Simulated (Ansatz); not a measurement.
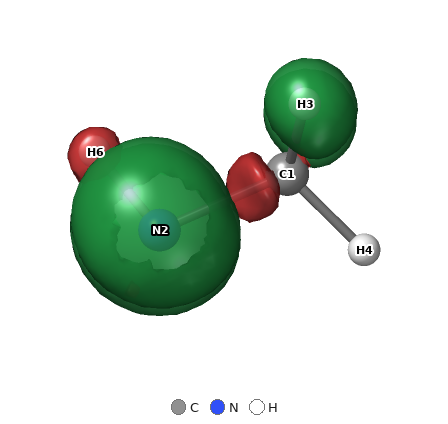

The picture shows: CH$_{4}$N (doublet). Isosurfaces of the spin density at +0.03 (green) and −0.03 e/Å³ (red), seen across its widest extent.

Geometry: PBE-D3(BJ)/def2-SVP.

Method: isolated molecule in a Gaussian basis; Kohn-Sham density functional theory, functional PBE0 (Ansatz).

```xyz
6

C    -0.3376   -0.8360   -2.0780
N     0.1908   -0.5437   -3.3769
H     0.4664   -1.0175   -1.3177
H    -0.9793   -0.0106   -1.7038
H    -0.9460   -1.7778   -2.0631
H     0.7715   -1.3694   -3.6372
```

> Describe the spin distribution.

The unpaired spin (1 electron) lies mostly on N2 (about 0.8), in electrons by Hirshfeld's partition.
